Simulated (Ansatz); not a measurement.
System: Ti₆Ge.

Input file:

```
crystal:
  lattice:
    - [4.7367595492, -2.5304915895, 0.0005357618]
    - [4.7367595492, 2.5304915895, 0.0005357618]
    - [-0.6694357384, 0.0, 5.0954003438]
  atoms:
    - { symbol: Ti, position: [0.4669040558, 0.6255420001, 0.2673990713] }
    - { symbol: Ti, position: [0.9938965014, 0.5401202587, 0.0766895677] }
    - { symbol: Ti, position: [0.4598797413, 0.0061034986, 0.9233104323] }
    - { symbol: Ti, position: [0.3744579999, 0.5330959442, 0.7326009287] }
    - { symbol: Ti, position: [0.0477657897, 0.2631119136, 0.5272464585] }
    - { symbol: Ti, position: [0.7368880864, 0.9522342103, 0.4727535415] }
    - { symbol: Ge, position: [0.9194296935, 0.0805703065, 0.0] }
basis:
  ecutwfc: 420
kpoints:
  mp_grid: { grid: [8, 8, 6] }
hamiltonian:
  xc: pbe
scf:
  occupations: { method: gaussian, width: 0.1 }
output:
  forces: true
  stress: true
  eigenvalues: true
  write_density: true
  write_potential: true
  elf: true
  volumetric_format: npy
relax:
  adjacent_minimum: "off"
  f_tol: 0.01
  max_steps: 30
  cell: { stress_tol: 0.1, fix: [volume] }
```

Command:

```sh
ansatz run input.yaml --threads 1 --pin off --max-ram 2560MiB --backend cpu --events-out ev --progress --plain --runs-dir out
```

Below, planes, directions and counts refer to the conventional cell (a = 9.45 Å, b = 5.07 Å, c = 5.15 Å, α = 90.00°, β = 97.50°, γ = 90.00°).

The fields are those of the relaxed geometry.

Space group C2; a generated structure, not necessarily the stable one; changed on purpose from its base cell (volume × 1.03, shape and atoms relaxed); computed pressure about −3 GPa in this cell; computed without spin polarisation.

Theory: DFT PBE, scalar-relativistic, plane waves, PAW in Ansatz.

Q: What can the converged valence pseudo-density and electron localisation function tell about the bonding?

A: Ti–Ti (2.66 Å): ρ is about 0.22 e/Å³ halfway; the ELF is about 0.15 at the midpoint (no localised pair shows between them).
Ti–Ti (2.77 Å): the density is about 0.22 e/Å³ at the midpoint; the ELF is about 0.20 at the midpoint: no localised pair shows between them.
The ELF has a maximum of about 0.75 in the space between the atoms, 1.7 Å from four Ti atoms, on no atom or two-centre bond.

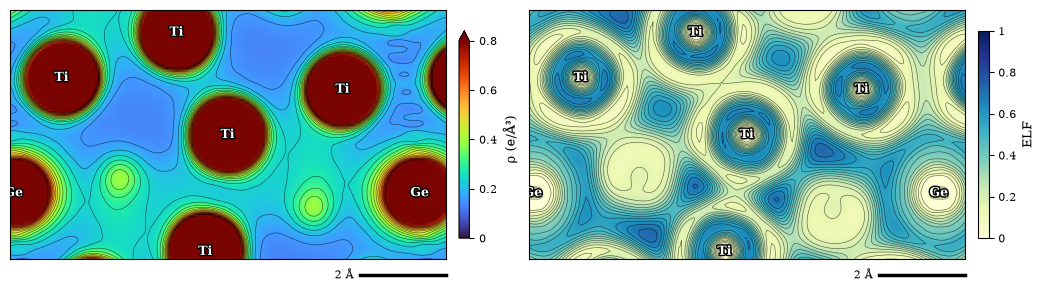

Computed valence pseudo-density and electron localisation function on the (010) plane of the conventional cell, in this order. 

In a PAW calculation such maps are meaningful between the atoms, not at the nuclei.
